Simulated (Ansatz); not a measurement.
The reference is SiC in the wurtzite structure (space group P6_3mc, No. 186; a = 3.075 Å, c = 5.049 Å).

The change: an isotropic linear strain of +0.95 %; the atoms relax in the strained cell.

Method: r2SCAN in Ansatz (plane waves to 500 eV, PAW, no SOC), earlier PAW set.

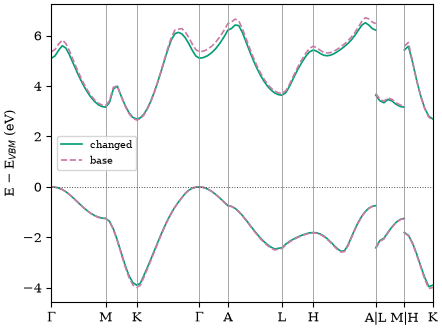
Figure: Highest valence and lowest conduction band along the path, each from its own valence-band maximum

The gap is 2.69 eV, indirect, Γ → K; the base has 2.65 eV.

Whether these cells are dynamically stable was not tested.

Ansatz is a program for electronic structure.
